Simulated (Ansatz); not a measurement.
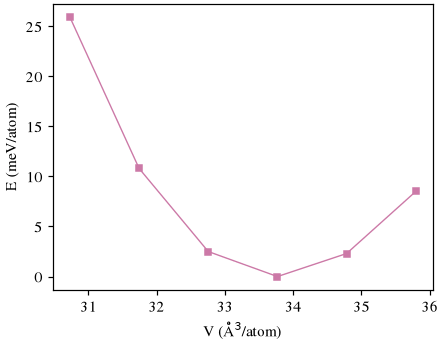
*SrGa$_{2}$Te$_{4}$ in space group Cccm (No. 66; Sr on 4b, Ga on 8l, Te on 8l, Te on 8k) under volume change, plane-wave PAW r²SCAN (Ansatz code), shape and atoms relaxed at each volume.*

Q: What does a third-order Birch–Murnaghan fit give for V₀, B₀ and B′?

A: V₀ = 33.77 Å³/atom, B₀ = 25.2 GPa, B′ = 4.8.

The workflow started from a Materials Project entry (that database holds measured and hypothetical structures alike); the Crystallography Open Database files this formula in space group No. 66, but the cells were not matched. Whether it is the stable phase at ambient conditions was not checked. The cell was relaxed with r²SCAN under the symmetry of its start; whether a distortion lowers the energy is not shown. Scalar-relativistic: spin–orbit coupling is off unless named, which matters more the heavier the elements.

Potentials: the later of the program's two PAW sets.
